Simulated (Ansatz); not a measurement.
**Geometry relaxation, with input and output: CH₅O₂PSi**

System: CH₅O₂PSi, SMILES O[Si]1(P)CO1.
Method: RKS B3LYP/def2-SVP (Ansatz 0.2.0).

It belongs to a series of runs on one base structure; here: end point A relaxed. Figures and captions count atoms from 1; the log counts them from 0 in places.

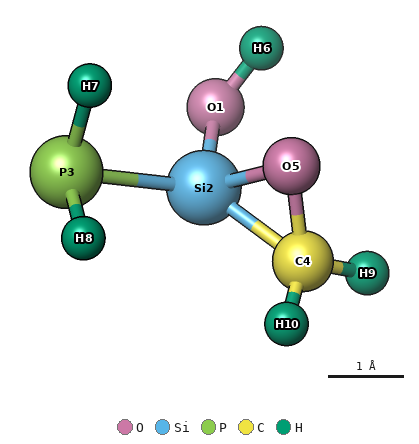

Figure 1. The structure as given in the input (ball-and-stick view, seen at a tilt; atoms are numbered from 1 in the order of the input).

## Input
```yaml
crystal:
  periodic: [false, false, false]
  atoms:
    - { symbol: O, position_ang: [-0.9586, 0.1853, 1.8332] }
    - { symbol: Si, position_ang: [-0.2942, -0.3149, 0.4479] }
    - { symbol: P, position_ang: [1.7362, -0.9341, 0.6834] }
    - { symbol: C, position_ang: [-0.9538, -0.0104, -1.1914] }
    - { symbol: O, position_ang: [-0.2161, 0.9715, -0.6064] }
    - { symbol: H, position_ang: [-1.0054, 1.2112, 1.9188] }
    - { symbol: H, position_ang: [2.3707, 0.3557, 0.7756] }
    - { symbol: H, position_ang: [2.1182, -1.0957, -0.6768] }
    - { symbol: H, position_ang: [-2.0927, 0.1551, -1.1821] }
    - { symbol: H, position_ang: [-0.6212, -0.5749, -1.9993] }
basis:
  gaussian: { orbitals: def2-SVP }
hamiltonian:
  xc: b3lyp
relax:
  f_tol: 0.015
  max_steps: 40
```

Run on 2 threads of AMD EPYC (Zen 3), 24 GiB of memory available, shared host.

Launched with:
```bash
ansatz run input.yaml --threads 2 --pin off --max-ram 3072MiB --backend cpu --events-out ev --progress --plain --runs-dir out
```

## The program's output
```
The last accepted step is kept in [file] (removed where the run ends without a failure and the disk answers)
Engine: ansatz 0.2.0, x86_64-unknown-linux-gnu
Functional definition: B3LYP
  parameter a0 = 0.2
  parameter ax = 0.72
  parameter ac = 0.81
  exchange = (1 - a0 - ax)*slater_x + ax*b88_x + a0*exact_x
  correlation = (1 - ac)*vwn_rpa_c + ac*lyp_c
1060 factors; integrals over basis functions are off by at most 3.1e-4 eV
mean field evaluation 1: about -22360.3502 eV, gradient 6.9e1 eV
mean field evaluation 2: about -22335.3485 eV, gradient 1.3e2 eV
mean field evaluation 4: about -22369.8840 eV, gradient 9.0e0 eV
mean field evaluation 8: about -22370.0324 eV, gradient 2.1e-1 eV
mean field evaluation 16: about -22370.0325 eV, gradient 3.4e-5 eV
mean field -22370.03246114 eV, -822.0835299941 hartree, gradient 3.4e-5 eV, S^2 0.000000; 0 other end points of the search recorded, 0 dependent functions left out
the calculation of the forces begins
reference -22370.03268811 eV, -822.0835383354 hartree; 28, 28 occupied and 75, 75 virtual orbitals, 1060 factors
relax step   1: F+E_penalty+E_count = -22370.03246114 eV  Δ(F+E_penalty+E_count) = +0.000e0 eV  max|allowed force component| = 4.548e0 eV/Å  Δτ_max = 0.0000 Å  (26 SCF iters, accepted)
these checks for a lower state are left out or cut short: starts, cluster_reference, orbital_swaps, neighbouring_geometries, increment
1060 factors; integrals over basis functions are off by at most 3.3e-4 eV
mean field -22370.83090070 eV, -822.1128721069 hartree, gradient 2.5e-5 eV, S^2 0.000000; 0 other end points of the search recorded, 0 dependent functions left out
[... from here on the field's lines of each further geometry are left out, up to the last ...]
relax step   2: F+E_penalty+E_count = -22370.83090070 eV  Δ(F+E_penalty+E_count) = -7.984e-1 eV  max|allowed force component| = 1.871e0 eV/Å  Δτ_max = 0.1947 Å  (31 SCF iters, accepted)
relax step   3: F+E_penalty+E_count = -22370.98228683 eV  Δ(F+E_penalty+E_count) = -1.514e-1 eV  max|allowed force component| = 6.658e-1 eV/Å  Δτ_max = 0.1324 Å  (29 SCF iters, accepted)
relax step   4: F+E_penalty+E_count = -22371.00945770 eV  Δ(F+E_penalty+E_count) = -2.717e-2 eV  max|allowed force component| = 7.109e-1 eV/Å  Δτ_max = 0.2000 Å  (31 SCF iters, accepted)
relax step   5: F+E_penalty+E_count = -22371.05542607 eV  Δ(F+E_penalty+E_count) = -4.597e-2 eV  max|allowed force component| = 3.281e-1 eV/Å  Δτ_max = 0.0798 Å  (25 SCF iters, accepted)
relax step   6: F+E_penalty+E_count = -22371.06717940 eV  Δ(F+E_penalty+E_count) = -1.175e-2 eV  max|allowed force component| = 5.425e-1 eV/Å  Δτ_max = 0.2000 Å  (29 SCF iters, accepted)
relax step   7: F+E_penalty+E_count = -22371.07137285 eV  Δ(F+E_penalty+E_count) = -4.193e-3 eV  max|allowed force component| = 3.679e-1 eV/Å  Δτ_max = 0.1998 Å  (28 SCF iters, accepted)
relax step   8: F+E_penalty+E_count = -22371.08696154 eV  Δ(F+E_penalty+E_count) = -1.559e-2 eV  max|allowed force component| = 1.723e-1 eV/Å  Δτ_max = 0.1679 Å  (25 SCF iters, accepted)
relax step   9: F+E_penalty+E_count = -22371.09837362 eV  Δ(F+E_penalty+E_count) = -1.141e-2 eV  max|allowed force component| = 1.438e-1 eV/Å  Δτ_max = 0.1472 Å  (28 SCF iters, accepted)
relax step  10: F+E_penalty+E_count = -22371.10057562 eV  Δ(F+E_penalty+E_count) = -2.202e-3 eV  max|allowed force component| = 1.505e-1 eV/Å  Δτ_max = 0.0309 Å  (26 SCF iters, accepted)
relax step  11: F+E_penalty+E_count = -22371.10079217 eV  Δ(F+E_penalty+E_count) = -2.166e-4 eV  max|allowed force component| = 5.950e-2 eV/Å  Δτ_max = 0.0259 Å  (26 SCF iters, accepted)
the calculation of the forces begins
reference -22371.10176758 eV, -822.1228262812 hartree; 28, 28 occupied and 75, 75 virtual orbitals, 1060 factors
relax step  12: F+E_penalty+E_count = -22371.10153797 eV  Δ(F+E_penalty+E_count) = -7.458e-4 eV  max|allowed force component| = 9.503e-3 eV/Å  Δτ_max = 0.0140 Å  (27 SCF iters, accepted)
1060 factors; integrals over basis functions are off by at most 3.7e-4 eV
mean field evaluation 96: about -22371.1015 eV, gradient 9.8e-4 eV
```

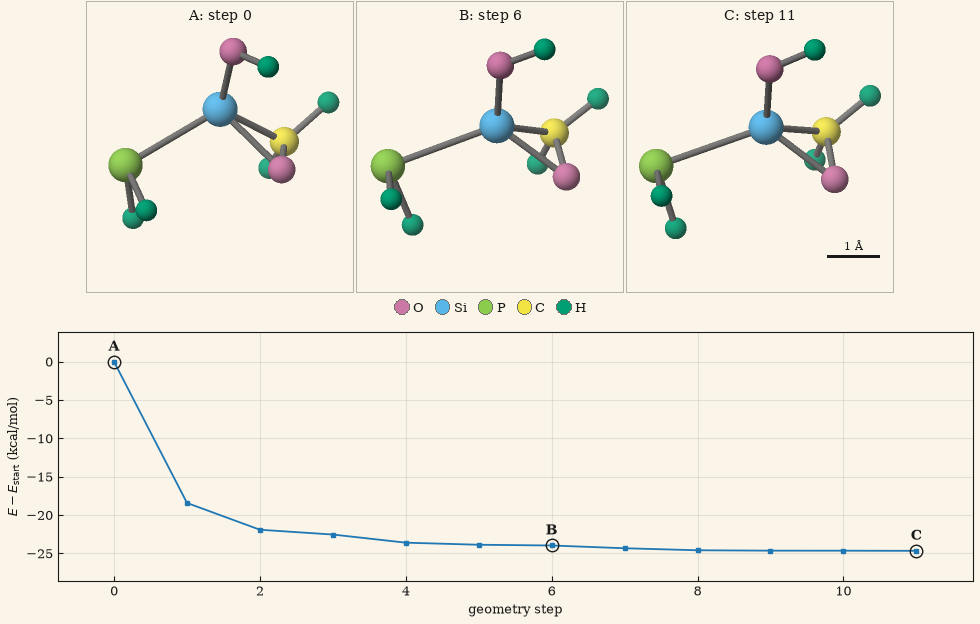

Figure 2. Frames of the relaxation (ball-and-stick view, seen at a tilt) above the curves, on which the letters mark them (the first geometry is step 0 here and step 1 in the log).

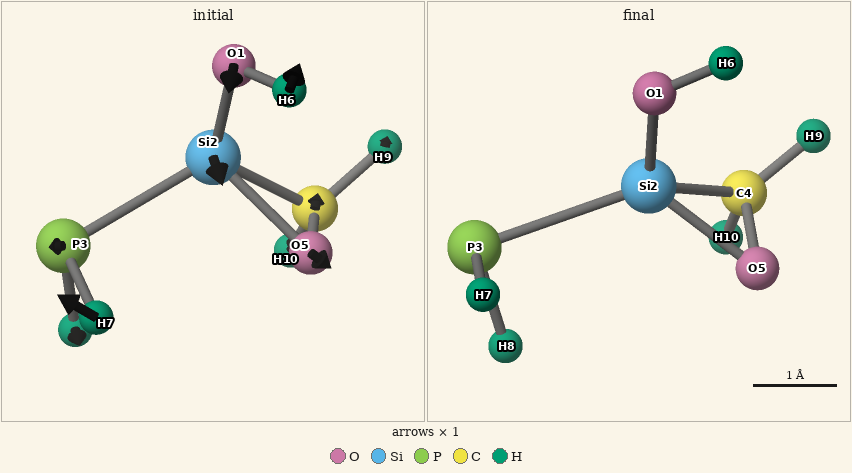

Figure 3. Before (left) and after (right) the relaxation, at one scale (ball-and-stick view, seen at a tilt). The black arrows give the displacements, at true length. Over 11 geometry steps the energy falls by 24.7 kcal/mol. The largest force component goes from 4.5 to 0.0095 eV/Å. The largest move after the best rigid fit is that of H7, 0.56 Å. Largest moves by element: H 0.56 Å, O 0.43 Å, Si 0.41 Å, P 0.22 Å, C 0.21 Å. Among the contacts that change: C4–O5 1.360 → 1.503 Å, Si2–P3 2.136 → 2.248 Å, O1–H6 1.031 → 0.966 Å, C4–H10 1.040 → 1.100 Å. Among the angles that change: P3–Si2–O5 104.4° → 122.9°, O5–C4–H10 123.5° → 112.8°, Si2–C4–H9 112.4° → 122.6°. (Atoms are counted from 1 in the order of the input.)

```
mean field -22371.10153797 eV, -822.1228178433 hartree, gradient 3.1e-5 eV, S^2 0.000000; 1 other end points of the search recorded, 0 dependent functions left out
the calculation of the forces begins
reference -22371.10176758 eV, -822.1228262812 hartree; 28, 28 occupied and 75, 75 virtual orbitals, 1060 factors
Total energy: -22371.10176758 eV, -822.1228262812 hartree
Atom 0 at    -0.608670     0.429804     1.846566 Å, force     0.003388    -0.003489    -0.003376 eV/Å
Atom 1 at    -0.074690     0.015066     0.335111 Å, force    -0.003602     0.006380     0.009503 eV/Å
Atom 2 at     1.838974    -1.122774     0.646421 Å, force    -0.000030     0.000986    -0.002611 eV/Å
Atom 3 at    -1.132712    -0.104362    -1.144740 Å, force    -0.000163     0.007282     0.002070 eV/Å
Atom 4 at    -0.287602     1.116659    -0.910638 Å, force    -0.003353    -0.006062     0.000330 eV/Å
Atom 5 at    -1.385058     1.002097     1.899770 Å, force    -0.001332     0.001433     0.000369 eV/Å
Atom 6 at     2.515103     0.011201     1.195339 Å, force    -0.000723    -0.000087    -0.000285 eV/Å
Atom 7 at     2.272397    -0.862043    -0.689726 Å, force     0.002201    -0.002103     0.000211 eV/Å
Atom 8 at    -2.210205     0.118707    -1.123399 Å, force     0.007562    -0.003158    -0.003193 eV/Å
Atom 9 at    -0.844438    -0.655556    -2.051804 Å, force    -0.003947    -0.001183    -0.003018 eV/Å
Dipole moment:    -0.169681    -0.055480     0.093333 e Å
```

## Trajectory as extended XYZ (Å, eV, eV/Å), 12 frames, from step=1 to step=12
```
10
Properties=species:S:1:pos:R:3:forces:R:3 step=1 energy=-22370.03246
O    -0.9586    0.1853    1.8332   -0.9377   2.6491   1.7333
Si   -0.2942   -0.3149    0.4479    0.3388   0.0628   0.1691
P     1.7362   -0.9341    0.6834    2.4616  -1.1698   0.8582
C    -0.9538   -0.0104   -1.1914   -4.5482  -0.6468   0.8960
O    -0.2161    0.9715   -0.6064    1.1931   2.7758  -0.7682
H    -1.0054    1.2112    1.9188    0.0580  -2.6527  -0.2428
H     2.3707    0.3557    0.7756   -0.4460  -0.0802   0.0647
H     2.1182   -1.0957   -0.6768   -0.3559  -0.0295  -0.1501
H    -2.0927    0.1551   -1.1821    1.2374  -0.0943  -0.4058
H    -0.6212   -0.5749   -1.9993    0.9988  -0.8144  -2.1545
10
Properties=species:S:1:pos:R:3:forces:R:3 step=2 energy=-22370.83090
O    -0.8984    0.2038    1.8522   -0.4018   1.2469   0.8321
Si   -0.1676   -0.1917    0.4387    0.0169   0.2193  -0.7393
P     1.8812   -1.0379    0.7615    0.1226   0.1895  -0.1619
C    -1.0056   -0.0326   -1.1835   -1.8710  -1.3271   0.3077
O    -0.3045    1.0746   -0.6916    1.1760   1.2639   0.3298
H    -1.0746    1.1768    1.9422    0.0985  -1.2239  -0.1024
H     2.3402    0.3318    0.8184    0.1074  -0.3097  -0.0084
H     2.0616   -1.1412   -0.6650    0.0406   0.0550   0.2389
H    -2.1154    0.1072   -1.2003    0.4466  -0.1329  -0.1625
H    -0.6339   -0.5420   -2.0698    0.2643   0.0189  -0.5341
10
Properties=species:S:1:pos:R:3:forces:R:3 step=3 energy=-22370.98229
O    -0.8921    0.2214    1.8698    0.0519   0.2077   0.1782
Si   -0.1541   -0.1505    0.4324   -0.0826   0.5619  -0.6658
P     1.9028   -1.0442    0.7780   -0.1146   0.2069  -0.2484
C    -1.0559   -0.0620   -1.1745   -0.0440  -0.4954   0.0275
O    -0.2986    1.1028   -0.7202    0.2583  -0.0802   0.2911
H    -1.1497    1.1566    1.9390   -0.0434  -0.2963  -0.0175
H     2.4618    0.2844    0.8405   -0.0568  -0.2150   0.0423
H     2.0973   -1.1310   -0.6451    0.0239  -0.0238   0.1838
H    -2.1447    0.1000   -1.2095   -0.0035   0.0048   0.0344
H    -0.6837   -0.5287   -2.1074    0.0109   0.1294   0.1743
10
Properties=species:S:1:pos:R:3:forces:R:3 step=4 energy=-22371.00946
O    -0.7877    0.2770    1.8561    0.0898   0.5452  -0.1410
Si   -0.0621    0.0166    0.3724   -0.6418  -0.6377   0.3852
P     1.8782   -1.0906    0.7707   -0.3027   0.4731  -0.1676
C    -1.0640   -0.0728   -1.1620   -0.0417  -0.5123  -0.0061
O    -0.3830    1.1821   -0.7786    0.3480   0.7109  -0.0564
H    -1.3046    1.1037    1.9304    0.2211  -0.5188  -0.0945
H     2.5354    0.1766    0.9040    0.1734  -0.1063   0.0626
H     2.1227   -1.1541   -0.6350    0.1062  -0.0374  -0.0372
H    -2.1653   -0.0020   -1.1432    0.1130   0.0675  -0.0209
H    -0.6865   -0.4876   -2.1118   -0.0653   0.0157   0.0759
10
Properties=species:S:1:pos:R:3:forces:R:3 step=5 energy=-22371.05543
O    -0.8163    0.2657    1.8657    0.1262   0.2604  -0.0790
Si   -0.1102   -0.0450    0.3886   -0.2463   0.0586   0.0063
P     1.8796   -1.0584    0.7556   -0.0840   0.0809  -0.0351
C    -1.0842   -0.0753   -1.1644    0.0480  -0.1702   0.0617
O    -0.3391    1.1549   -0.7662    0.0559   0.0791  -0.0054
H    -1.2853    1.1164    1.9224    0.0758  -0.3281  -0.0469
H     2.5643    0.1916    0.9139   -0.0485  -0.0559   0.0223
H     2.1673   -1.1401   -0.6425   -0.0222   0.0154   0.0093
H    -2.1800    0.0574   -1.1672    0.1287   0.0271   0.0064
H    -0.7129   -0.5184   -2.1028   -0.0336   0.0326   0.0603
10
Properties=species:S:1:pos:R:3:forces:R:3 step=6 energy=-22371.06718
O    -0.6541    0.3733    1.9114   -0.5425   0.4098  -0.2553
Si   -0.1227    0.0223    0.3778    0.5184  -0.0972   0.1254
P     1.8159   -1.0873    0.7092   -0.0500   0.0627  -0.1145
C    -1.0739   -0.1075   -1.1693   -0.2505   0.1993   0.0869
O    -0.3848    1.1826   -0.8046    0.0428  -0.1243   0.0359
H    -1.3449    1.0645    1.9319    0.2969  -0.3541   0.1140
H     2.5658    0.0916    1.0190   -0.0377  -0.0114   0.0003
H     2.1344   -1.0489   -0.6849    0.0288  -0.0015   0.0379
H    -2.1668    0.0055   -1.1893   -0.0422  -0.0073  -0.0580
H    -0.6857   -0.5475   -2.0984    0.0360  -0.0761   0.0272
10
Properties=species:S:1:pos:R:3:forces:R:3 step=7 energy=-22371.07137
O    -0.6700    0.4070    1.8688   -0.0796   0.1579   0.3679
Si   -0.0968    0.0374    0.3717   -0.1117  -0.0069   0.0235
P     1.8104   -1.1184    0.6206   -0.0037   0.0621  -0.0487
C    -1.0894   -0.1155   -1.1405    0.2617  -0.1620  -0.1818
O    -0.3282    1.1514   -0.8585    0.1031  -0.0086  -0.0652
H    -1.3605    1.0763    1.9826    0.1036  -0.1411  -0.1413
H     2.5508   -0.0011    1.1304   -0.0327  -0.0433  -0.1023
H     2.1148   -0.8639   -0.7577    0.1146  -0.0089   0.1348
H    -2.1669    0.0531   -1.2146   -0.1933  -0.0144   0.0197
H    -0.6810   -0.6777   -1.9998   -0.1620   0.1653  -0.0066
10
Properties=species:S:1:pos:R:3:forces:R:3 step=8 energy=-22371.08696
O    -0.6724    0.3830    1.8820    0.1670  -0.1210   0.0301
Si   -0.1061    0.0129    0.3728    0.0174  -0.0156  -0.1723
P     1.8217   -1.1108    0.6564    0.1391   0.1267   0.0324
C    -1.1029   -0.1048   -1.1473    0.0950   0.0017  -0.1114
O    -0.3247    1.1488   -0.8415   -0.0166  -0.0577   0.0175
H    -1.3504    1.0633    1.9530   -0.1251   0.0826  -0.0278
H     2.5041    0.0798    1.0746    0.0159  -0.1123   0.0113
H     2.2323   -0.9752   -0.7131   -0.1571   0.0357   0.1248
H    -2.1865    0.0691   -1.1823   -0.0502   0.0154   0.0088
H    -0.7320   -0.6174   -2.0517   -0.0853   0.0445   0.0867
10
Properties=species:S:1:pos:R:3:forces:R:3 step=9 energy=-22371.09837
O    -0.5862    0.4319    1.8530    0.0232  -0.0688  -0.0011
Si   -0.0868    0.0106    0.3337    0.1393  -0.0437   0.0114
P     1.8323   -1.1240    0.6481   -0.0393  -0.0002  -0.0902
C    -1.1383   -0.1058   -1.1535    0.0830   0.0008   0.0688
O    -0.2918    1.1133   -0.9104   -0.0457   0.0007  -0.0307
H    -1.3569    1.0053    1.9188   -0.1438   0.1074   0.0364
H     2.5009    0.0100    1.2042   -0.0041   0.0184   0.0031
H     2.2571   -0.8449   -0.6883    0.0298  -0.0275   0.0218
H    -2.2151    0.1141   -1.1518   -0.0272   0.0266   0.0131
H    -0.8321   -0.6617   -2.0509   -0.0151  -0.0137  -0.0326
10
Properties=species:S:1:pos:R:3:forces:R:3 step=10 energy=-22371.10058
O    -0.6087    0.4242    1.8454   -0.0189   0.0244   0.0352
Si   -0.0752    0.0121    0.3343   -0.0107  -0.0091  -0.0024
P     1.8409   -1.1226    0.6468    0.0021   0.0658   0.1505
C    -1.1352   -0.1044   -1.1447    0.0035   0.0362   0.0012
O    -0.2841    1.1132   -0.9116    0.0098   0.0078  -0.0030
H    -1.3835    0.9987    1.9047    0.0204  -0.0172  -0.0105
H     2.5119    0.0236    1.1898   -0.0412  -0.0845  -0.0343
H     2.2721   -0.8678   -0.6849    0.0361   0.0198  -0.1169
H    -2.2109    0.1299   -1.1278    0.0256  -0.0383  -0.0043
H    -0.8440   -0.6581   -2.0490   -0.0267  -0.0049  -0.0154
10
Properties=species:S:1:pos:R:3:forces:R:3 step=11 energy=-22371.10079
O    -0.6033    0.4369    1.8456    0.0009  -0.0216  -0.0228
Si   -0.0739    0.0178    0.3330    0.0079   0.0019   0.0041
P     1.8364   -1.1264    0.6450   -0.0013   0.0283  -0.0057
C    -1.1315   -0.1011   -1.1479    0.0295  -0.0383   0.0595
O    -0.2872    1.1210   -0.9121   -0.0547  -0.0315  -0.0112
H    -1.3857    1.0007    1.9002   -0.0018   0.0080  -0.0001
H     2.5103    0.0066    1.1992    0.0064  -0.0090   0.0021
H     2.2743   -0.8602   -0.6888    0.0007  -0.0056   0.0021
H    -2.2116    0.1066   -1.1166    0.0091   0.0583  -0.0244
H    -0.8445   -0.6530   -2.0548    0.0034   0.0094  -0.0035
10
Properties=species:S:1:pos:R:3:forces:R:3 step=12 energy=-22371.10154
O    -0.6087    0.4298    1.8466    0.0034  -0.0035  -0.0034
Si   -0.0747    0.0151    0.3351   -0.0036   0.0064   0.0095
P     1.8390   -1.1228    0.6464    0.0000   0.0010  -0.0026
C    -1.1327   -0.1044   -1.1447   -0.0002   0.0073   0.0021
O    -0.2876    1.1167   -0.9106   -0.0034  -0.0061   0.0003
H    -1.3851    1.0021    1.8998   -0.0013   0.0014   0.0004
H     2.5151    0.0112    1.1953   -0.0007  -0.0001  -0.0003
H     2.2724   -0.8620   -0.6897    0.0022  -0.0021   0.0002
H    -2.2102    0.1187   -1.1234    0.0076  -0.0032  -0.0032
H    -0.8444   -0.6556   -2.0518   -0.0039  -0.0012  -0.0030
```

## Summary

```csv
quantity,value
outcome,converged
total energy,−22371.1018 eV
mean-field energy,−22371.1018 eV
largest force (length of the vector) at the end,0.012 eV/Å
wall time,27 s (CPU time 52 s)
peak memory,0.24 GiB
```
